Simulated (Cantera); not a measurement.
A closed system holds: 1 mol Si2H6, 0.9 mol Cl2, 29 mol H2, 0.089 mol HCl, at 2.50 mbar.

These are equilibrium values from Cantera (NASA tables, ideal gas, pure condensed phases), not measurements of a reactor. Candidate condensed phases: Si; 19 gas species. The feed counts by its element totals alone. The tables' values for SiCl3, SiCl are old estimates; treat these amounts as uncertain. Rates play no part.

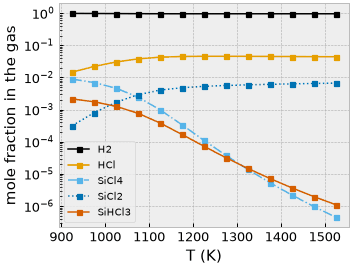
Equilibrium gas composition (values under 1e-9 drawn at 1e-9)

### Question
Read off the mole fractions at 1325 K.

### Answer
H2 about 0.95, HCl about 0.045, SiCl2 about 0.0059, SiHCl3 about 1.5e-5, SiCl4 about 1.4e-5.
